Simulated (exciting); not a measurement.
# Electron–core-hole interaction in the F K spectrum of ScF3

Wanted: the near-edge spectrum and the bound core excitons at the F K edge of ScF3.

Main program and level: exciting sodium; X-ray absorption, core-level Bethe-Salpeter equation, exchange and statically screened direct term, Tamm-Dancoff, all-electron LAPW+lo LDA.

**1. Set-up**

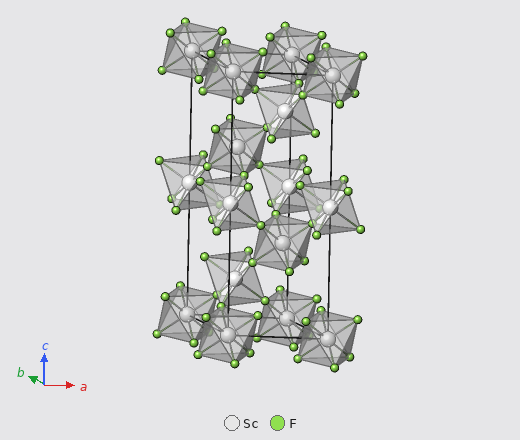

Start, viewed slightly off an axis; scandium white, fluorine green. This picture shows the conventional cell, with its axes. Some periodic images of atoms are drawn too.

As a file:

```xyz
8
Lattice="2.6222 1.5139 4.7031 -2.6222 1.5139 4.7031 0.0000 -3.0279 4.7031" Properties=species:S:1:pos:R:3 pbc="T T T"
Sc    0.0000    0.0000    0.0000
Sc    0.0000    0.0000    7.0546
F    -1.5794   -0.2923    8.2304
F     0.5365    1.5139    8.2304
F     1.0429   -1.2216    8.2304
F     1.5794    0.2923    5.8788
F    -0.5365   -1.5139    5.8788
F    -1.0429    1.2216    5.8788
```

Differences between curves are given as r.m.s. difference over r.m.s. height.

**2. The self-consistent potential**

The species files are the program's own, with muffin-tin radii set in the input.

The input, input.xml:

```
<input>
  <title>ScF3</title>
  <structure speciespath="." autormt="false" epslat="1.0e-5">
    <crystal>
      <basevect>4.9552783461 2.8609312870 8.8875142433</basevect>
      <basevect>-4.9552783461 2.8609312870 8.8875142433</basevect>
      <basevect>0.0000000000 -5.7218625739 8.8875142433</basevect>
    </crystal>
    <species speciesfile="Sc.xml" rmt="2.115">
      <atom coord="0.0000000000 0.0000000000 0.0000000000"/>
      <atom coord="0.5000000000 0.5000000000 0.5000000000"/>
    </species>
    <species speciesfile="F.xml" rmt="1.534">
      <atom coord="0.2500000000 0.8523000000 0.6477000000"/>
      <atom coord="0.8523000000 0.6477000000 0.2500000000"/>
      <atom coord="0.6477000000 0.2500000000 0.8523000000"/>
      <atom coord="0.7500000000 0.1477000000 0.3523000000"/>
      <atom coord="0.1477000000 0.3523000000 0.7500000000"/>
      <atom coord="0.3523000000 0.7500000000 0.1477000000"/>
    </species>
  </structure>
  <groundstate do="fromscratch" xctype="LDA_PW" ngridk="3 3 3" rgkmax="6.5" gmaxvr="14" nempty="8" swidth="0.001" maxscl="100" epsengy="1e-5"/>
</input>
```

Run with:

```console
OMP_NUM_THREADS=1 mpirun -n 4 exciting
```

Numbers of over 12 decimals in the logs are rounded to 6 here.

What it wrote:

```text
EXCITING SODIUM started
********************************************************************************
* Ground-state run starting from atomic densities                              *
********************************************************************************
+ Starting initialization                                                      +
[... lattice and species ...]
 Spin treatment                             :    spin-unpolarised
 Number of Bravais lattice symmetries       :      12
[...]
+ Self-consistent loop stopped                                                 +
 STATE.OUT is written
********************************************************************************
* Groundstate module stopped                                                   *
********************************************************************************
 Total time spent (seconds)                 :        77.16
- CAUTION! Warnings have been written in file WARNING.OUT !                    -
| EXCITING SODIUM stopped                                                      =
[key lines of the parts left out:]
Total energy                               :     -2121.82624874
Fermi energy                               :         0.04646212
```

Wall time 80 s (4 MPI ranks of Intel Xeon at 2.70GHz, shared host).

The warnings file holds hints only, no warning.

The mesh shows a gap of 6.75 eV. Core levels (Dirac, from the valence top):

| atom | level | energy (eV) |
| --- | --- | --- |
| Sc | 1s1/2 | -4374.5 |
| Sc | 2s1/2 | -463.4 |
| Sc | 2p1/2 | -381.5 |
| Sc | 2p3/2 | -376.8 |
| F | 1s1/2 | -646.7 |

**3. A richer basis for the empty states**

Each species file gets more local orbitals, built from u and its energy derivative at 0.15 Ha and u at 0.9 Ha.

input.xml is that of step 2.

The input, SPECIES.xml, added lines:

```
<lo l="L">  <!-- L = 0, 1, 2 -->
  <wf matchingOrder="0" trialEnergy="0.1500" searchE="false"/>
  <wf matchingOrder="1" trialEnergy="0.1500" searchE="false"/>
  <wf matchingOrder="0" trialEnergy="0.9000" searchE="false"/>
</lo>
```

Run with:

```console
OMP_NUM_THREADS=1 mpirun -n 4 exciting
```

What it wrote:

```text
EXCITING SODIUM started
********************************************************************************
* Ground-state run starting from atomic densities                              *
********************************************************************************
+ Starting initialization                                                      +
[... lattice and species ...]
 Spin treatment                             :    spin-unpolarised
 Number of Bravais lattice symmetries       :      12
[...]
+ Self-consistent loop stopped                                                 +
 STATE.OUT is written
********************************************************************************
* Groundstate module stopped                                                   *
********************************************************************************
 Total time spent (seconds)                 :        92.48
- CAUTION! Warnings have been written in file WARNING.OUT !                    -
| EXCITING SODIUM stopped                                                      =
[key lines of the parts left out:]
Total energy                               :     -2121.83201299
Fermi energy                               :         0.04748298
```

Elapsed: 94 s, on 4 MPI ranks.

Against the first ground state the total energy moves by -20 meV an atom and the gap by 0.00 eV.

**4. Screening, kernels and BSE for F atom 3**

The absorber has 2 Sc at 1.99 Å (bent, 149°, site symmetry 2).

input.xml, as its differences from that of step 3:

```diff
@@ -21,3 +21,20 @@
   </structure>
-  <groundstate do="fromscratch" xctype="LDA_PW" ngridk="3 3 3" rgkmax="6.5" gmaxvr="14" nempty="8" swidth="0.001" maxscl="100" epsengy="1e-5"/>
+  <groundstate do="skip" xctype="LDA_PW" ngridk="3 3 3" rgkmax="6.5" gmaxvr="14" nempty="8" swidth="0.001" maxscl="100" epsengy="1e-5"/>
+  <xs xstype="BSE" ngridk="3 3 3" ngridq="3 3 3" vkloff="0.097 0.273 0.493" rgkmax="6.5" nempty="52" gqmax="3" lmaxapwwf="5" lmaxemat="2" broad="0.01654" tevout="true">
+    <energywindow intv="23.568 25.185" points="439"/>
+    <screening screentype="full" nempty="80"/>
+    <BSE xas="true" xasspecies="2" xasatom="1" xasedge="K" bsetype="singlet" nstlxas="1 48"/>
+    <qpointset>
+      <qpoint>0 0 0</qpoint>
+    </qpointset>
+    <plan>
+      <doonly task="xsgeneigvec"/>
+      <doonly task="writepmatxs"/>
+      <doonly task="scrgeneigvec"/>
+      <doonly task="scrwritepmat"/>
+      <doonly task="screen"/>
+      <doonly task="scrcoulint"/>
+      <doonly task="exccoulint"/>
+    </plan>
+  </xs>
 </input>
```

The input, input.xml for the last start (plan only):

```
  <plan>
    <doonly task="bse"/>
  </plan>
```

Run with:

```console
OMP_NUM_THREADS=1 mpirun -n 4 exciting
OMP_NUM_THREADS=4 exciting
```

What it wrote:

```text
| EXCITING SODIUM started for task xsgeneigvec ( 301)                          =
One-shot GS runs for BSE calculations
One-shot GS runs for k+qmt/2 grids
Info(xsgeneigvec): Generating eigenvectors for Q-point      1
Info(xsgeneigvec): Generation of eigenvectors finished
| EXCITING SODIUM started for task writepmatxs ( 320)                          =
Info(writepmatxs): Momentum matrix elements finished
| EXCITING SODIUM started for task scrgeneigvec ( 401)                         =
One-shot GS runs for BSE calculations
One-shot GS runs for k+qmt/2 grids
[...]
Info(setup_bse_block): Setting up RR part of hamiltonian
Info(setup_bse_block): Singlet spin state
Info(bse): Diagonalizing RR Hamiltonian (TDA)
Info(bse): Invoking Lapack routine ZHEEVR
      2592 eigen solutions found in the interval:
         i1=       1 i2=    2592
Info(bse): Writing excition energies and oscillator strengths to text file.
Info(makespectrum_dist): Making spectrum using formula for coupling with time reversed AR basis.
Info(makespectrum_dist): Using formalism for vanishing momentum transfer.
Info(writederived): Writing quantities derived from the macroscopic dielectric function.
Info(bselauncher): Spectrum finished for iqmt=  1
Info(bselauncher): All done for BSE type singlet
```

Run time: 23 min. Hardware: 4 MPI ranks.

Wall time by task: xsgeneigvec 24 s, writepmatxs 17 s, scrgeneigvec 23 s, scrwritepmat 16 s, screen 4.2 min, scrcoulint 5.8 min, exccoulint 12 min, bse 25 s.

The F K spectrum of F atom 3 (energy from the Kohn–Sham onset, core level to the lowest empty state found on the meshes used, 653.31 eV; the ground-state mesh sets it, and the shifted mesh has its lowest transition 0.02 eV above it; Im ε scaled to the maximum of the singlet run; cut below the end of the band set):

| E (eV) | isotropic | ε ⊥ c | ε ∥ c |
| --- | --- | --- | --- |
| -6.0 | 0.03 | 0.03 | 0.03 |
| -5.0 | 0.05 | 0.05 | 0.05 |
| -4.0 | 0.12 | 0.12 | 0.12 |
| -3.0 | 0.67 | 0.70 | 0.62 |
| -2.0 | 0.39 | 0.39 | 0.41 |
| -1.0 | 0.51 | 0.52 | 0.50 |
| 0.0 | 0.51 | 0.49 | 0.55 |
| 1.0 | 0.34 | 0.34 | 0.33 |
| 2.0 | 0.39 | 0.39 | 0.39 |
| 3.0 | 0.39 | 0.39 | 0.39 |
| 4.0 | 0.37 | 0.37 | 0.37 |
| 5.0 | 0.45 | 0.44 | 0.46 |
| 6.0 | 0.40 | 0.40 | 0.41 |
| 7.0 | 0.41 | 0.39 | 0.45 |
| 8.0 | 0.37 | 0.36 | 0.39 |
| 9.0 | 0.27 | 0.26 | 0.29 |
| 10.0 | 0.28 | 0.29 | 0.27 |
| 11.0 | 0.22 | 0.24 | 0.20 |
| 12.0 | 0.19 | 0.21 | 0.16 |
| 13.0 | 0.18 | 0.21 | 0.13 |
| 14.0 | 0.17 | 0.21 | 0.11 |
| 15.0 | 0.17 | 0.20 | 0.11 |
| 16.0 | 0.15 | 0.16 | 0.13 |
| 17.0 | 0.13 | 0.13 | 0.13 |
| 18.0 | 0.15 | 0.13 | 0.18 |
| 19.0 | 0.17 | 0.14 | 0.23 |
| 20.0 | 0.16 | 0.14 | 0.20 |
| 21.0 | 0.18 | 0.19 | 0.17 |
| 22.0 | 0.15 | 0.16 | 0.14 |

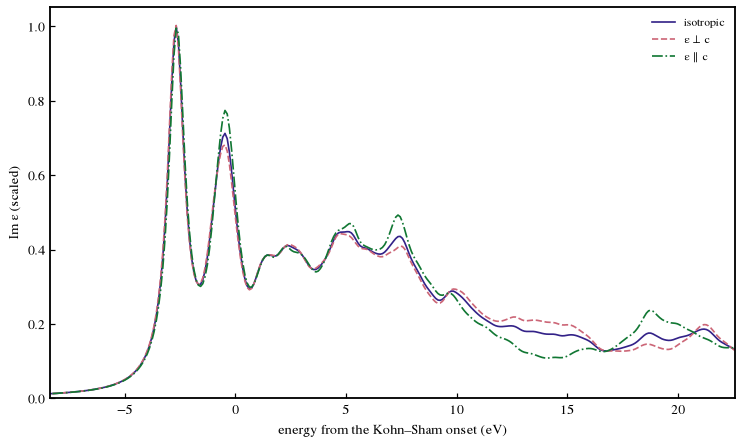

The F K edge of F atom 3.

Maxima (height): -2.7 eV (1.00), -0.5 eV (0.71), 2.3 eV (0.41), 5.0 eV (0.45), 7.5 eV (0.44), 9.8 eV (0.29) and 21.2 eV (0.19); 1 lower ones aren't listed.

The Hamiltonian has 2592 rows. The lowest groups of eigenvalues and the brightest ones, on the scale above (the program counts from the shifted mesh's onset, 0.02 eV higher). Core spinors bring spin-forbidden partners, so dark means forbidden by spin or by symmetry, and the shifted mesh splits states that symmetry would keep together:

| energy (eV) | states within 10 meV | relative strength |
| --- | --- | --- |
| -2.736 | 1 | dark |
| -2.716 | 1 | 0.90 |
| -2.667 | 4 | 0.076 |
| -2.657 | 1 | dark |
| -2.640 | 1 | 1.00 |
| -2.193 | 2 | 0.0037 |
| -0.897 | 4 | 0.11 |
| -0.482 | 4 | 0.12 |
| -0.429 | 4 | 0.11 |
| 4.632 | 2 | 0.12 |
| 5.308 | 2 | 0.083 |

**5. Independent particles**

input.xml, as its differences from that of step 4:

```diff
@@ -25,3 +25,3 @@
     <screening screentype="full" nempty="80"/>
-    <BSE xas="true" xasspecies="2" xasatom="1" xasedge="K" bsetype="singlet" nstlxas="1 48"/>
+    <BSE xas="true" xasspecies="2" xasatom="1" xasedge="K" bsetype="IP" nstlxas="1 48"/>
     <qpointset>
@@ -30,9 +30,3 @@
     <plan>
-      <doonly task="xsgeneigvec"/>
-      <doonly task="writepmatxs"/>
-      <doonly task="scrgeneigvec"/>
-      <doonly task="scrwritepmat"/>
-      <doonly task="screen"/>
-      <doonly task="scrcoulint"/>
-      <doonly task="exccoulint"/>
+      <doonly task="bse"/>
     </plan>
```

Run with:

```console
OMP_NUM_THREADS=4 exciting
```

What it wrote:

```text
| EXCITING SODIUM started for task bse ( 445)                                  =
Info(bselauncher): Init time:    1.217130
Info(bselauncher): Setting up and diagonalizing BSE Hamiltonian.
Info(bselauncher): Using momentum transfer vectors from list :   1 to  1
Info(bselauncher): Distributing qmt-points over   1 processes.
Info(bselauncher): BSE type: IP
Info(bselauncher): Momentum transfer list index: iqmt=  1
Info(bselauncher): Momentum transfer: vqmtl=   0.000   0.000   0.000
Info(bse): Inspecting occupations...
Info(setranges_modxs): Number of non-reduced k-points:       27
[...]
highest unoccupied state:  80
  Opening gap with a scissor of:      0.000/H      0.000/eV
Info(select_transitions): Number of participating transitions:    2592
Info(bse): Selecting transitions...
Info(bse):bsegap (eV):   653.332308
Info(bse): IP requested, nothing much to do
Info(bse): Writing excition energies and oscillator strengths to text file.
Info(makespectrum_dist): Making spectrum using formula for coupling with time reversed AR basis.
Info(makespectrum_dist): Using formalism for vanishing momentum transfer.
Info(writederived): Writing quantities derived from the macroscopic dielectric function.
Info(bselauncher): Spectrum finished for iqmt=  1
Info(bselauncher): All done for BSE type IP
```

Elapsed: 3 s, on 4 threads.

Maxima (height): 0.8 eV (0.54), 4.0 eV (0.48), 7.2 eV (0.34), 9.8 eV (0.49) and 12.4 eV (0.44); 1 lower ones aren't listed. Against the singlet run the r.m.s. difference is 68 %. Moving the earlier curve by +3.6 eV leaves 33 %. The highest maximum lies at 0.8 eV (0.54), against -2.7 eV (1.00).

**6. Exchange alone**

input.xml, as its differences from that of step 5:

```diff
@@ -25,3 +25,3 @@
     <screening screentype="full" nempty="80"/>
-    <BSE xas="true" xasspecies="2" xasatom="1" xasedge="K" bsetype="IP" nstlxas="1 48"/>
+    <BSE xas="true" xasspecies="2" xasatom="1" xasedge="K" bsetype="RPA" nstlxas="1 48"/>
     <qpointset>
```

Run with:

```console
OMP_NUM_THREADS=4 exciting
```

What it wrote:

```text
| EXCITING SODIUM started for task bse ( 445)                                  =
Info(bselauncher): Init time:    1.206362
Info(bselauncher): Setting up and diagonalizing BSE Hamiltonian.
Info(bselauncher): Using momentum transfer vectors from list :   1 to  1
Info(bselauncher): Distributing qmt-points over   1 processes.
Info(bselauncher): BSE type: RPA
Info(bselauncher): Momentum transfer list index: iqmt=  1
Info(bselauncher): Momentum transfer: vqmtl=   0.000   0.000   0.000
Info(bse): Inspecting occupations...
Info(setranges_modxs): Number of non-reduced k-points:       27
[...]
Info(setup_bse_block): Setting up RR part of hamiltonian
Info(setup_bse_block): Using RPA approximation
Info(bse): Diagonalizing RR Hamiltonian (TDA)
Info(bse): Invoking Lapack routine ZHEEVR
      2592 eigen solutions found in the interval:
         i1=       1 i2=    2592
Info(bse): Writing excition energies and oscillator strengths to text file.
Info(makespectrum_dist): Making spectrum using formula for coupling with time reversed AR basis.
Info(makespectrum_dist): Using formalism for vanishing momentum transfer.
Info(writederived): Writing quantities derived from the macroscopic dielectric function.
Info(bselauncher): Spectrum finished for iqmt=  1
Info(bselauncher): All done for BSE type RPA
```

It took 30 s on 4 threads.

Maxima (height): 0.8 eV (0.53), 4.0 eV (0.48), 7.2 eV (0.33), 9.9 eV (0.49) and 12.4 eV (0.45); 1 lower ones aren't listed. Against the independent-particle run the r.m.s. difference is 1 %.

**7. A changed run**

In this try the input is made faulty on purpose, to show what that does.

input.xml, as its differences from that of step 6:

```diff
@@ -22,6 +22,6 @@
   <groundstate do="skip" xctype="LDA_PW" ngridk="3 3 3" rgkmax="6.5" gmaxvr="14" nempty="8" swidth="0.001" maxscl="100" epsengy="1e-5"/>
-  <xs xstype="BSE" ngridk="3 3 3" ngridq="3 3 3" vkloff="0.097 0.273 0.493" rgkmax="6.5" nempty="52" gqmax="3" lmaxapwwf="5" lmaxemat="2" broad="0.01654" tevout="true">
+  <xs xstype="BSE" ngridk="3 3 3" ngridq="3 3 3" vkloff="0.097 0.273 0.493" rgkmax="6.5" nempty="52" gqmax="0.6" lmaxapwwf="5" lmaxemat="2" broad="0.01654" tevout="true">
     <energywindow intv="23.568 25.185" points="439"/>
     <screening screentype="full" nempty="80"/>
-    <BSE xas="true" xasspecies="2" xasatom="1" xasedge="K" bsetype="RPA" nstlxas="1 48"/>
+    <BSE xas="true" xasspecies="2" xasatom="1" xasedge="K" bsetype="singlet" nstlxas="1 48"/>
     <qpointset>
@@ -30,3 +30,6 @@
     <plan>
-      <doonly task="bse"/>
+      <doonly task="xsgeneigvec"/>
+      <doonly task="screen"/>
+      <doonly task="scrcoulint"/>
+      <doonly task="exccoulint"/>
     </plan>
```

The input, input.xml for the last start (plan only):

```
  <plan>
    <doonly task="bse"/>
  </plan>
```

Run with:

```console
OMP_NUM_THREADS=1 mpirun -n 4 exciting
OMP_NUM_THREADS=4 exciting
```

What it wrote:

```text
| EXCITING SODIUM started for task xsgeneigvec ( 301)                          =
One-shot GS runs for BSE calculations
One-shot GS runs for k+qmt/2 grids
Info(xsgeneigvec): Generating eigenvectors for Q-point      1
Info(xsgeneigvec): Generation of eigenvectors finished
| EXCITING SODIUM started for task screen ( 430)                               =
Info(screenlauncher): Calculating screening for unshifted q-grid.
Info(screenlauncher): Number of q points:       6
Info(screenlauncher): lowest (partially)  unoccupied state:     33
[...]
Info(setup_bse_block): Setting up RR part of hamiltonian
Info(setup_bse_block): Singlet spin state
Info(bse): Diagonalizing RR Hamiltonian (TDA)
Info(bse): Invoking Lapack routine ZHEEVR
      2592 eigen solutions found in the interval:
         i1=       1 i2=    2592
Info(bse): Writing excition energies and oscillator strengths to text file.
Info(makespectrum_dist): Making spectrum using formula for coupling with time reversed AR basis.
Info(makespectrum_dist): Using formalism for vanishing momentum transfer.
Info(writederived): Writing quantities derived from the macroscopic dielectric function.
Info(bselauncher): Spectrum finished for iqmt=  1
Info(bselauncher): All done for BSE type singlet
```

Wall time 8.3 min (4 MPI ranks).

The input has a fault: the cutoff of the kernels is far too low. The spectrum differs from the singlet run by 38 % r.m.s. The highest maximum lies at -2.3 eV (0.71), against -2.7 eV (1.00). The first bright state moves from -2.72 to -2.35 eV. The kernels miss the short-range part of the Coulomb interaction, its components above their cutoff.

| E (eV) | first run | this run |
| --- | --- | --- |
| -6.0 | 0.03 | 0.02 |
| -5.0 | 0.05 | 0.03 |
| -4.0 | 0.12 | 0.06 |
| -3.0 | 0.67 | 0.20 |
| -2.0 | 0.39 | 0.60 |
| -1.0 | 0.51 | 0.22 |
| 0.0 | 0.51 | 0.47 |
| 1.0 | 0.34 | 0.39 |
| 2.0 | 0.39 | 0.37 |
| 3.0 | 0.39 | 0.34 |
| 4.0 | 0.37 | 0.30 |
| 5.0 | 0.45 | 0.40 |
| 6.0 | 0.40 | 0.40 |
| 7.0 | 0.41 | 0.41 |
| 8.0 | 0.37 | 0.46 |
| 9.0 | 0.27 | 0.36 |
| 10.0 | 0.28 | 0.38 |
| 11.0 | 0.22 | 0.30 |
| 12.0 | 0.19 | 0.25 |
| 13.0 | 0.18 | 0.23 |
| 14.0 | 0.17 | 0.22 |
| 15.0 | 0.17 | 0.21 |
| 16.0 | 0.15 | 0.20 |
| 17.0 | 0.13 | 0.16 |
| 18.0 | 0.15 | 0.18 |
| 19.0 | 0.17 | 0.21 |
| 20.0 | 0.16 | 0.20 |
| 21.0 | 0.18 | 0.23 |
| 22.0 | 0.15 | 0.20 |

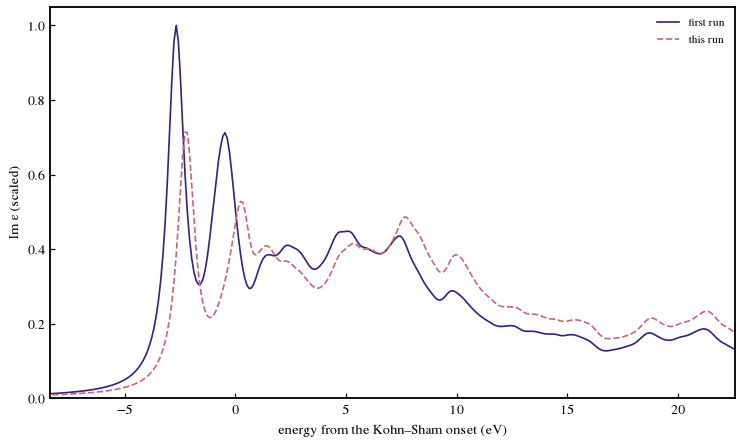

This run beside the first singlet run.

(Continued in part 2 of 2.)

[Banner, clock and machine lines of the logs are left out without a mark of their own.]

[Logs are printed without paths, hosts, clocks, repeated set-up lines and the standing remarks that a program may print on its own settings, such as how far it seeks lower states.]

[Hosts, paths, dates, database ids (printed as entryN), source tags and the programs' standing remarks are cut or masked in the printed files.]
